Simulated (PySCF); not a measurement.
# C2H6Cl2SSi: NMR shifts at several levels of theory, part 1 of 2

How much do the NMR shifts of C2H6Cl2SSi (`CS[SiH2]C(Cl)Cl`) depend on the level of theory, and what does each level cost?

Computed with PySCF 2.14.0, with density-fitted response routines of our own, on a single molecule in the gas phase. Atoms count from 0, in the outputs and in this text.

## Step 1: Starting geometry

12 atoms, charge 0, multiplicity 1; geometry from: PBE0-D3(BJ)/def2-SVP.

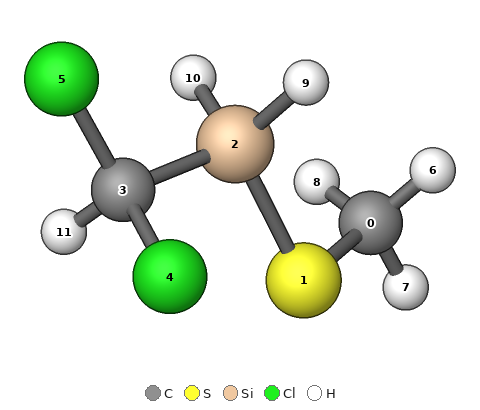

The starting geometry (carbon grey, sulfur yellow, silicon light orange, chlorine green, hydrogen white), atoms numbered.

## Step 2: NMR shieldings: PBE0/pcSseg-1

Job settings and geometry (Å):

```
{"job": {"kind": "nmr", "xc": "PBE0", "basis": "pcSseg-1", "pop": false}, "charge": 0, "multiplicity": 1}
C      2.444930    -0.128056     0.055485
S      0.877217    -0.838732    -0.549753
Si    -0.484552     0.114463     0.794767
C     -2.193786     0.040891    -0.035593
Cl    -2.625620    -1.655436    -0.366048
Cl    -3.376993     0.840296     1.034780
H      2.670547    -0.457742     1.079219
H      3.231626    -0.502650    -0.612800
H      2.434881     0.970102     0.009514
H     -0.600444    -0.551772     2.122583
H     -0.096600     1.546028     0.972390
H     -2.221350     0.569787    -0.997229
```

With the program's defaults for keys left out, this is: GIAO PBE0/pcSseg-1 NMR shielding, non-relativistic, gas phase.

Command:

```console
OMP_NUM_THREADS=1 python probes_run.py task.json out
```

One launch serves the whole session: the jobs run in the order shown.

The log of the run:

```text
coarse grid: 12392 points
cycle   1  E = -1687.1123330923  dE =  4.049e-01  |g| = 3.655e-01  |ddm| = 3.180e+00
cycle   2  E = -1687.0769284693  dE =  3.540e-02  |g| = 5.385e-01  |ddm| = 9.580e-01
cycle   3  E = -1687.1496516741  dE = -7.272e-02  |g| = 5.834e-02  |ddm| = 5.527e-01
cycle   4  E = -1687.1503927391  dE = -7.411e-04  |g| = 2.464e-02  |ddm| = 8.584e-02
cycle   5  E = -1687.1505400149  dE = -1.473e-04  |g| = 5.105e-03  |ddm| = 3.273e-02
cycle   6  E = -1687.1505469675  dE = -6.953e-06  |g| = 1.425e-03  |ddm| = 8.995e-03
final grid: 101816 points
cycle   7  E = -1687.1858621517  dE = -2.434e-05  |g| = 6.884e-03  |ddm| = 1.916e-02
cycle   8  E = -1687.1858547080  dE =  7.444e-06  |g| = 8.412e-03  |ddm| = 1.117e-02
cycle   9  E = -1687.1858721200  dE = -1.741e-05  |g| = 1.093e-03  |ddm| = 7.082e-03
cycle  10  E = -1687.1858723458  dE = -2.258e-07  |g| = 3.253e-04  |ddm| = 1.220e-03
cycle  11  E = -1687.1858723723  dE = -2.652e-08  |g| = 5.865e-05  |ddm| = 3.204e-04
cycle  12  E = -1687.1858723732  dE = -9.059e-10  |g| = 1.500e-05  |ddm| = 7.701e-05
converged SCF energy = -1687.1858723732

GIAO shielding tensors (ppm)
atom      isotropic    diamagn.    paramagn.     s11        s22        s33       span
  0 C      170.837     249.284     -78.447    158.055    164.815    189.643     31.588
  1 S      707.740    1058.338    -350.598    602.882    644.152    876.186    273.304
  2 Si     361.763     878.173    -516.410    324.456    341.361    419.472     95.016
  3 C      114.478     251.028    -136.550     67.507    134.167    141.758     74.251
  4 Cl     729.301    1145.612    -416.311    455.573    719.234   1013.096    557.522
  5 Cl     734.431    1144.266    -409.835    446.280    720.109   1036.904    590.625
  6 H       29.400      28.534       0.866     23.530     27.151     37.519     13.989
  7 H       29.212      27.907       1.305     23.426     26.175     38.036     14.610
  8 H       29.420      29.416       0.004     23.756     27.549     36.955     13.199
  9 H       26.481      27.525      -1.044     22.830     25.747     30.865      8.035
 10 H       26.573      28.563      -1.990     22.596     26.159     30.965      8.369
 11 H       25.910      29.012      -3.102     21.216     26.349     30.166      8.951
```

Wall time 17 s (1 thread of Arm Neoverse V1, shared host); peak memory 0.91 GiB.

The references, computed at this level on geometries of the same kind, shield at (ppm): 1H TMS 31.27, 13C TMS 184.4, 29Si TMS 352.0, 33S CS2 496, 35Cl HCl 943. Their shielding less the atom's gives the shift. The references are single molecules in the gas phase. Atoms listed in one row are averaged.

| atoms | environment | σ (ppm) | δ (ppm) | δ scaled to CDCl3 |
| --- | --- | --- | --- | --- |
| C3 | sp3 CH bonded to 2 Cl and Si | 114.5 | 69.9 | 67.4 |
| C0 | methyl carbon bonded to S | 170.8 | 13.6 | 9.1 |
| H11 | hydrogen on an sp3 CH bonded to 2 Cl and Si | 25.91 | 5.36 | 5.29 |
| H9, H10 | hydrogen on a silicon bonded to C, S | 26.53 | 4.74 | – |
| H6, H7, H8 | hydrogen on a methyl carbon bonded to S | 29.34 | 1.92 | 2.04 |
| S1 | sulfur bonded to C, Si | 708 | -212 | – |
| Si2 | silicon bonded to C, S, 2 H | 361.8 | -9.8 | – |
| Cl4, Cl5 | chlorine bonded to C | 732 | 211 | – |

The scaled column applies a straight-line fit of computed shieldings to shifts measured in CDCl3, with any fitted terms for Cl, Br or S neighbours (root-mean-square error 0.21 ppm for H, 2.0 ppm for C).

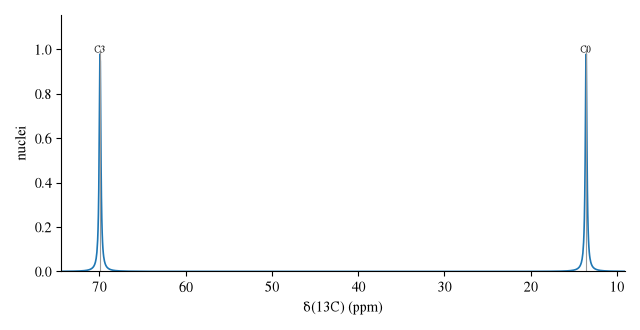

13C lines at the computed shifts, without couplings. Lines are broadened to a width of 0.23 ppm (Lorentzian).

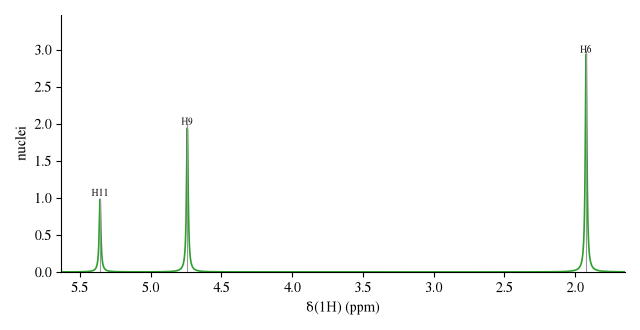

1H lines at the computed shifts, without couplings. Lines are broadened to a width of 0.01 ppm (Lorentzian).

## Step 3: NMR shieldings: mPW1PW91/pcSseg-1

Same as in step 2 but for these lines:

```diff
@@ -1,2 +1,2 @@
-{"job": {"kind": "nmr", "xc": "PBE0", "basis": "pcSseg-1", "pop": false}, "charge": 0, "multiplicity": 1}
+{"job": {"kind": "nmr", "xc": "mPW1PW91", "basis": "pcSseg-1", "pop": false}, "charge": 0, "multiplicity": 1}
 C      2.444930    -0.128056     0.055485
```

Method: GIAO mPW1PW91/pcSseg-1 NMR shielding, non-relativistic, gas phase.

The log of the run:

```text
coarse grid: 12392 points
cycle   1  E = -1687.8308656420  dE =  4.037e-01  |g| = 3.700e-01  |ddm| = 3.176e+00
cycle   2  E = -1687.7948469067  dE =  3.602e-02  |g| = 5.457e-01  |ddm| = 9.749e-01
cycle   3  E = -1687.8693313884  dE = -7.448e-02  |g| = 5.886e-02  |ddm| = 5.601e-01
cycle   4  E = -1687.8700929695  dE = -7.616e-04  |g| = 2.499e-02  |ddm| = 8.708e-02
cycle   5  E = -1687.8702437554  dE = -1.508e-04  |g| = 5.224e-03  |ddm| = 3.274e-02
cycle   6  E = -1687.8702510234  dE = -7.268e-06  |g| = 1.415e-03  |ddm| = 9.074e-03
final grid: 101816 points
cycle   7  E = -1687.9019238123  dE = -2.065e-05  |g| = 4.548e-03  |ddm| = 1.610e-02
cycle   8  E = -1687.9019213552  dE =  2.457e-06  |g| = 5.198e-03  |ddm| = 6.967e-03
cycle   9  E = -1687.9019279333  dE = -6.578e-06  |g| = 7.600e-04  |ddm| = 4.338e-03
cycle  10  E = -1687.9019280482  dE = -1.149e-07  |g| = 2.148e-04  |ddm| = 8.492e-04
cycle  11  E = -1687.9019280594  dE = -1.121e-08  |g| = 5.294e-05  |ddm| = 2.343e-04
cycle  12  E = -1687.9019280602  dE = -7.240e-10  |g| = 1.336e-05  |ddm| = 6.278e-05
converged SCF energy = -1687.9019280602

GIAO shielding tensors (ppm)
atom      isotropic    diamagn.    paramagn.     s11        s22        s33       span
  0 C      169.708     249.249     -79.542    157.044    163.659    188.420     31.376
  1 S      704.184    1058.603    -354.419    599.255    639.953    873.343    274.088
  2 Si     360.604     878.298    -517.694    323.683    340.703    417.427     93.744
  3 C      113.393     251.171    -137.778     66.366    133.138    140.674     74.308
  4 Cl     727.465    1145.818    -418.354    451.925    716.679   1013.790    561.864
  5 Cl     732.425    1144.454    -412.029    443.007    717.333   1036.936    593.928
  6 H       29.446      28.583       0.863     23.612     27.200     37.526     13.914
  7 H       29.263      27.932       1.331     23.515     26.230     38.044     14.529
  8 H       29.461      29.479      -0.017     23.828     27.590     36.967     13.139
  9 H       26.562      27.618      -1.056     22.905     25.839     30.942      8.037
 10 H       26.657      28.674      -2.016     22.669     26.253     31.050      8.380
 11 H       25.975      29.079      -3.104     21.298     26.427     30.198      8.900
```

It took 17 s on 1 thread of Arm Neoverse V1, shared host; peak memory 0.89 GiB.

Key values: δ C3 70.2, C0 13.8, S1 -212, Si2 -9.8, H11 5.34, H9 4.71 ppm (means over like atoms).

## Step 4: Shielding tensors: WP04/pcSseg-1

Same as in step 3 but for these lines:

```diff
@@ -1,2 +1,2 @@
-{"job": {"kind": "nmr", "xc": "mPW1PW91", "basis": "pcSseg-1", "pop": false}, "charge": 0, "multiplicity": 1}
+{"job": {"kind": "nmr", "xc": "WP04", "basis": "pcSseg-1", "pop": false}, "charge": 0, "multiplicity": 1}
 C      2.444930    -0.128056     0.055485
```

With the program's defaults for keys left out, this is: GIAO WP04/pcSseg-1 NMR shielding, non-relativistic, gas phase.

The log of the run:

```text
coarse grid: 12392 points
cycle   1  E = -1705.3114889477  dE =  3.083e-01  |g| = 5.999e-01  |ddm| = 3.248e+00
cycle   2  E = -1705.2640837843  dE =  4.741e-02  |g| = 7.128e-01  |ddm| = 1.418e+00
cycle   3  E = -1705.3781757310  dE = -1.141e-01  |g| = 1.776e-01  |ddm| = 8.948e-01
cycle   4  E = -1705.3863143581  dE = -8.139e-03  |g| = 3.703e-02  |ddm| = 1.816e-01
cycle   5  E = -1705.3866317422  dE = -3.174e-04  |g| = 1.282e-02  |ddm| = 4.869e-02
cycle   6  E = -1705.3866764499  dE = -4.471e-05  |g| = 2.501e-03  |ddm| = 1.775e-02
cycle   7  E = -1705.3866779199  dE = -1.470e-06  |g| = 6.514e-04  |ddm| = 2.990e-03
final grid: 101816 points
cycle   8  E = -1705.4251333538  dE = -2.532e-05  |g| = 5.625e-03  |ddm| = 1.882e-02
cycle   9  E = -1705.4251231004  dE =  1.025e-05  |g| = 8.395e-03  |ddm| = 9.921e-03
cycle  10  E = -1705.4251406435  dE = -1.754e-05  |g| = 1.110e-03  |ddm| = 6.782e-03
cycle  11  E = -1705.4251409022  dE = -2.587e-07  |g| = 3.775e-04  |ddm| = 1.254e-03
cycle  12  E = -1705.4251409372  dE = -3.495e-08  |g| = 8.911e-05  |ddm| = 3.588e-04
cycle  13  E = -1705.4251409394  dE = -2.191e-09  |g| = 1.911e-05  |ddm| = 1.246e-04
cycle  14  E = -1705.4251409394  dE = -9.777e-11  |g| = 5.586e-06  |ddm| = 2.939e-05
converged SCF energy = -1705.4251409394

GIAO shielding tensors (ppm)
atom      isotropic    diamagn.    paramagn.     s11        s22        s33       span
  0 C      155.314     249.475     -94.161    142.453    148.179    175.311     32.858
  1 S      638.353    1062.918    -424.565    532.864    560.592    821.602    288.739
  2 Si     350.409     881.014    -530.605    314.193    335.304    401.731     87.538
  3 C       93.181     252.920    -159.740     41.768    115.532    122.242     80.475
  4 Cl     687.196    1149.764    -462.568    390.328    650.448   1020.812    630.484
  5 Cl     690.985    1148.113    -457.128    385.289    649.988   1037.678    652.389
  6 H       29.705      29.124       0.580     24.336     27.512     37.265     12.929
  7 H       29.611      27.962       1.649     24.386     26.644     37.803     13.417
  8 H       29.722      30.406      -0.684     24.532     27.857     36.776     12.244
  9 H       27.373      28.843      -1.470     23.798     26.701     31.620      7.822
 10 H       27.504      30.204      -2.700     23.614     27.114     31.785      8.171
 11 H       26.297      29.807      -3.510     21.894     26.972     30.026      8.133
```

It took 18 s on 1 thread of Arm Neoverse V1, shared host; peak memory 0.87 GiB.

In short: δ C3 79.3, C0 17.1, S1 -176, Si2 -11.7, H11 5.27, H9 4.13 ppm (means over like atoms).

## Step 5: NMR shieldings: B97-2/pcSseg-1

Same as in step 4 but for these lines:

```diff
@@ -1,2 +1,2 @@
-{"job": {"kind": "nmr", "xc": "WP04", "basis": "pcSseg-1", "pop": false}, "charge": 0, "multiplicity": 1}
+{"job": {"kind": "nmr", "xc": "B97-2", "basis": "pcSseg-1", "pop": false}, "charge": 0, "multiplicity": 1}
 C      2.444930    -0.128056     0.055485
```

With the program's defaults for keys left out, this is: GIAO B97-2/pcSseg-1 NMR shielding, non-relativistic, gas phase.

The log of the run:

```text
coarse grid: 12392 points
cycle   1  E = -1687.8735634775  dE =  3.866e-01  |g| = 3.774e-01  |ddm| = 3.177e+00
cycle   2  E = -1687.8324952904  dE =  4.107e-02  |g| = 5.671e-01  |ddm| = 1.025e+00
cycle   3  E = -1687.9130719013  dE = -8.058e-02  |g| = 6.568e-02  |ddm| = 5.972e-01
cycle   4  E = -1687.9140704415  dE = -9.985e-04  |g| = 2.485e-02  |ddm| = 9.355e-02
cycle   5  E = -1687.9142181092  dE = -1.477e-04  |g| = 5.822e-03  |ddm| = 3.289e-02
cycle   6  E = -1687.9142276037  dE = -9.494e-06  |g| = 1.355e-03  |ddm| = 1.006e-02
final grid: 101816 points
cycle   7  E = -1687.9282327132  dE = -3.660e-05  |g| = 7.411e-03  |ddm| = 1.952e-02
cycle   8  E = -1687.9282310353  dE =  1.678e-06  |g| = 5.935e-03  |ddm| = 1.068e-02
cycle   9  E = -1687.9282368299  dE = -5.795e-06  |g| = 2.200e-03  |ddm| = 7.425e-03
cycle  10  E = -1687.9282380706  dE = -1.241e-06  |g| = 2.980e-04  |ddm| = 2.059e-03
cycle  11  E = -1687.9282380931  dE = -2.249e-08  |g| = 5.198e-05  |ddm| = 3.756e-04
cycle  12  E = -1687.9282380937  dE = -6.248e-10  |g| = 1.671e-05  |ddm| = 8.197e-05
converged SCF energy = -1687.9282380937

GIAO shielding tensors (ppm)
atom      isotropic    diamagn.    paramagn.     s11        s22        s33       span
  0 C      169.262     248.986     -79.725    156.535    163.071    188.179     31.643
  1 S      702.608    1058.968    -356.360    598.771    637.565    871.488    272.716
  2 Si     367.847     878.434    -510.587    331.378    348.760    423.403     92.025
  3 C      113.402     251.105    -137.704     66.570    133.203    140.432     73.862
  4 Cl     728.767    1146.204    -417.437    456.065    715.142   1015.093    559.029
  5 Cl     733.823    1144.811    -410.988    447.960    715.815   1037.694    589.734
  6 H       29.484      28.656       0.827     23.706     27.240     37.505     13.799
  7 H       29.314      27.967       1.348     23.633     26.298     38.012     14.379
  8 H       29.500      29.589      -0.089     23.924     27.627     36.950     13.026
  9 H       26.681      27.790      -1.109     23.056     25.955     31.032      7.976
 10 H       26.774      28.878      -2.104     22.821     26.362     31.138      8.317
 11 H       26.007      29.171      -3.164     21.337     26.503     30.180      8.843
```

It took 17 s on 1 thread of Arm Neoverse V1, shared host; peak memory 0.86 GiB.

Key values: δ C3 70.3, C0 14.4, S1 -203, Si2 -10.4, H11 5.37, H9 4.65 ppm (means over like atoms).

## Step 6: NMR shieldings: BHandHLYP/pcSseg-1

Same as in step 5 but for these lines:

```diff
@@ -1,2 +1,2 @@
-{"job": {"kind": "nmr", "xc": "B97-2", "basis": "pcSseg-1", "pop": false}, "charge": 0, "multiplicity": 1}
+{"job": {"kind": "nmr", "xc": "BHandHLYP", "basis": "pcSseg-1", "pop": false}, "charge": 0, "multiplicity": 1}
 C      2.444930    -0.128056     0.055485
```

Method: GIAO BHandHLYP/pcSseg-1 NMR shielding, non-relativistic, gas phase.

The log of the run:

```text
coarse grid: 12392 points
cycle   1  E = -1687.6973032080  dE =  4.924e-01  |g| = 4.486e-01  |ddm| = 3.109e+00
cycle   2  E = -1687.6903412020  dE =  6.962e-03  |g| = 5.310e-01  |ddm| = 9.729e-01
cycle   3  E = -1687.7593873801  dE = -6.905e-02  |g| = 4.030e-02  |ddm| = 4.902e-01
cycle   4  E = -1687.7598234880  dE = -4.361e-04  |g| = 2.382e-02  |ddm| = 8.001e-02
cycle   5  E = -1687.7599745886  dE = -1.511e-04  |g| = 4.497e-03  |ddm| = 3.096e-02
cycle   6  E = -1687.7599802761  dE = -5.687e-06  |g| = 1.312e-03  |ddm| = 6.797e-03
final grid: 101816 points
cycle   7  E = -1687.7801539410  dE = -7.594e-06  |g| = 1.972e-03  |ddm| = 8.753e-03
cycle   8  E = -1687.7801541293  dE = -1.883e-07  |g| = 1.827e-03  |ddm| = 3.748e-03
cycle   9  E = -1687.7801548893  dE = -7.600e-07  |g| = 2.761e-04  |ddm| = 1.812e-03
cycle  10  E = -1687.7801549084  dE = -1.908e-08  |g| = 8.890e-05  |ddm| = 3.174e-04
cycle  11  E = -1687.7801549109  dE = -2.458e-09  |g| = 1.769e-05  |ddm| = 1.278e-04
cycle  12  E = -1687.7801549110  dE = -1.173e-10  |g| = 5.908e-06  |ddm| = 3.283e-05
converged SCF energy = -1687.7801549110

GIAO shielding tensors (ppm)
atom      isotropic    diamagn.    paramagn.     s11        s22        s33       span
  0 C      170.999     248.062     -77.063    159.191    165.420    188.387     29.196
  1 S      712.756    1058.453    -345.697    611.076    644.093    883.100    272.024
  2 Si     367.174     876.876    -509.702    330.909    347.925    422.688     91.779
  3 C      117.014     250.291    -133.277     73.246    135.008    142.788     69.542
  4 Cl     751.264    1145.851    -394.588    475.060    744.347   1034.384    559.324
  5 Cl     756.391    1144.465    -388.074    468.487    745.317   1055.369    586.883
  6 H       29.596      28.641       0.955     23.701     27.386     37.701     14.000
  7 H       29.386      28.002       1.385     23.543     26.374     38.242     14.699
  8 H       29.614      29.532       0.082     23.903     27.774     37.165     13.262
  9 H       26.892      27.745      -0.853     23.179     26.205     31.292      8.113
 10 H       27.010      28.815      -1.805     22.944     26.637     31.449      8.505
 11 H       26.343      29.182      -2.838     21.616     26.641     30.773      9.157
```

It took 17 s on 1 thread of Arm Neoverse V1, shared host; peak memory 0.89 GiB.

This run: δ C3 67.0, C0 13.0, S1 -220, Si2 -8.7, H11 5.10, H9 4.49 ppm (means over like atoms).

## Step 7: Nuclear shieldings: CAM-B3LYP/pcSseg-1

Same as in step 6 but for these lines:

```diff
@@ -1,2 +1,2 @@
-{"job": {"kind": "nmr", "xc": "BHandHLYP", "basis": "pcSseg-1", "pop": false}, "charge": 0, "multiplicity": 1}
+{"job": {"kind": "nmr", "xc": "CAM-B3LYP", "basis": "pcSseg-1", "pop": false}, "charge": 0, "multiplicity": 1}
 C      2.444930    -0.128056     0.055485
```

Level: GIAO CAM-B3LYP/pcSseg-1 NMR shielding, non-relativistic, gas phase.

The log of the run:

```text
coarse grid: 12392 points
cycle   1  E = -1687.7477005087  dE =  4.726e-01  |g| = 4.691e-01  |ddm| = 3.112e+00
cycle   2  E = -1687.7314887894  dE =  1.621e-02  |g| = 5.914e-01  |ddm| = 1.043e+00
cycle   3  E = -1687.8141715176  dE = -8.268e-02  |g| = 4.525e-02  |ddm| = 5.110e-01
cycle   4  E = -1687.8146805197  dE = -5.090e-04  |g| = 2.563e-02  |ddm| = 8.351e-02
cycle   5  E = -1687.8148444563  dE = -1.639e-04  |g| = 5.001e-03  |ddm| = 3.159e-02
cycle   6  E = -1687.8148517448  dE = -7.289e-06  |g| = 1.591e-03  |ddm| = 8.634e-03
final grid: 101816 points
cycle   7  E = -1687.8461964003  dE = -1.186e-05  |g| = 2.243e-03  |ddm| = 9.513e-03
cycle   8  E = -1687.8461965542  dE = -1.540e-07  |g| = 2.143e-03  |ddm| = 4.148e-03
cycle   9  E = -1687.8461975628  dE = -1.009e-06  |g| = 3.428e-04  |ddm| = 2.019e-03
cycle  10  E = -1687.8461975898  dE = -2.702e-08  |g| = 1.116e-04  |ddm| = 3.770e-04
cycle  11  E = -1687.8461975934  dE = -3.614e-09  |g| = 2.316e-05  |ddm| = 1.541e-04
cycle  12  E = -1687.8461975937  dE = -2.187e-10  |g| = 8.433e-06  |ddm| = 5.309e-05
converged SCF energy = -1687.8461975937

GIAO shielding tensors (ppm)
atom      isotropic    diamagn.    paramagn.     s11        s22        s33       span
  0 C      169.933     248.116     -78.183    157.783    164.219    187.797     30.014
  1 S      697.990    1058.721    -360.732    594.032    627.214    872.723    278.691
  2 Si     352.209     878.057    -525.848    313.825    331.020    411.782     97.956
  3 C      113.822     250.621    -136.799     68.063    132.633    140.768     72.705
  4 Cl     727.840    1146.018    -418.178    443.766    716.052   1023.701    579.935
  5 Cl     733.436    1144.632    -411.196    436.051    717.664   1046.593    610.542
  6 H       29.506      28.665       0.842     23.675     27.336     37.508     13.833
  7 H       29.324      27.940       1.384     23.548     26.374     38.050     14.502
  8 H       29.530      29.608      -0.078     23.898     27.731     36.961     13.063
  9 H       26.697      27.812      -1.115     23.064     26.008     31.019      7.956
 10 H       26.794      28.885      -2.090     22.821     26.433     31.128      8.307
 11 H       26.191      29.270      -3.080     21.480     26.610     30.482      9.003
```

Run time: 25 s. Hardware: 1 thread of Arm Neoverse V1, shared host; peak memory 0.96 GiB.

Key values: δ C3 68.6, C0 12.5, S1 -211, Si2 -8.8, H11 5.14, H9 4.58 ppm (means over like atoms).

## Step 8: NMR shieldings: wB97X-D/pcSseg-1

Same as in step 7 but for these lines:

```diff
@@ -1,2 +1,2 @@
-{"job": {"kind": "nmr", "xc": "CAM-B3LYP", "basis": "pcSseg-1", "pop": false}, "charge": 0, "multiplicity": 1}
+{"job": {"kind": "nmr", "xc": "wB97X-D", "basis": "pcSseg-1", "pop": false}, "charge": 0, "multiplicity": 1}
 C      2.444930    -0.128056     0.055485
```

With the program's defaults for keys left out, this is: GIAO wB97X-D/pcSseg-1 NMR shielding, non-relativistic, gas phase.

The log of the run:

```text
coarse grid: 12392 points
cycle   1  E = -1687.6849312531  dE =  4.885e-01  |g| = 4.995e-01  |ddm| = 3.102e+00
cycle   2  E = -1687.6848010181  dE =  1.302e-04  |g| = 5.719e-01  |ddm| = 1.044e+00
cycle   3  E = -1687.7621251459  dE = -7.732e-02  |g| = 4.076e-02  |ddm| = 4.754e-01
cycle   4  E = -1687.7626155997  dE = -4.905e-04  |g| = 2.331e-02  |ddm| = 7.869e-02
cycle   5  E = -1687.7627618977  dE = -1.463e-04  |g| = 5.054e-03  |ddm| = 3.191e-02
cycle   6  E = -1687.7627715835  dE = -9.686e-06  |g| = 1.530e-03  |ddm| = 1.124e-02
final grid: 101816 points
cycle   7  E = -1687.8110930671  dE = -1.282e-04  |g| = 5.179e-03  |ddm| = 3.278e-02
cycle   8  E = -1687.8110959310  dE = -2.864e-06  |g| = 3.994e-03  |ddm| = 8.987e-03
cycle   9  E = -1687.8110990684  dE = -3.137e-06  |g| = 8.160e-04  |ddm| = 3.715e-03
cycle  10  E = -1687.8110992396  dE = -1.711e-07  |g| = 2.830e-04  |ddm| = 9.796e-04
cycle  11  E = -1687.8110992660  dE = -2.640e-08  |g| = 6.407e-05  |ddm| = 4.352e-04
cycle  12  E = -1687.8110992685  dE = -2.505e-09  |g| = 2.007e-05  |ddm| = 2.050e-04
cycle  13  E = -1687.8110992687  dE = -2.169e-10  |g| = 8.789e-06  |ddm| = 5.135e-05
converged SCF energy = -1687.8110992687

GIAO shielding tensors (ppm)
atom      isotropic    diamagn.    paramagn.     s11        s22        s33       span
  0 C      171.467     249.125     -77.659    159.500    165.844    189.056     29.556
  1 S      711.021    1058.770    -347.749    606.388    644.182    882.494    276.106
  2 Si     361.631     878.152    -516.521    325.290    341.183    418.420     93.129
  3 C      116.642     251.410    -134.768     70.882    135.599    143.446     72.564
  4 Cl     733.689    1145.915    -412.227    454.234    722.761   1024.071    569.838
  5 Cl     739.524    1144.527    -405.003    447.706    724.827   1046.039    598.334
  6 H       29.560      28.691       0.868     23.699     27.342     37.638     13.939
  7 H       29.358      27.950       1.408     23.549     26.336     38.190     14.641
  8 H       29.582      29.634      -0.052     23.909     27.741     37.095     13.187
  9 H       26.660      27.734      -1.075     22.966     25.975     31.038      8.072
 10 H       26.768      28.813      -2.045     22.728     26.416     31.159      8.431
 11 H       26.202      29.267      -3.065     21.540     26.560     30.507      8.967
```

Run time: 24 s. Hardware: 1 thread of Arm Neoverse V1, shared host; peak memory 0.9 GiB.

In short: δ C3 67.9, C0 13.1, S1 -217, Si2 -8.7, H11 5.18, H9 4.67 ppm (means over like atoms).

(Continued in part 2 of 2.)
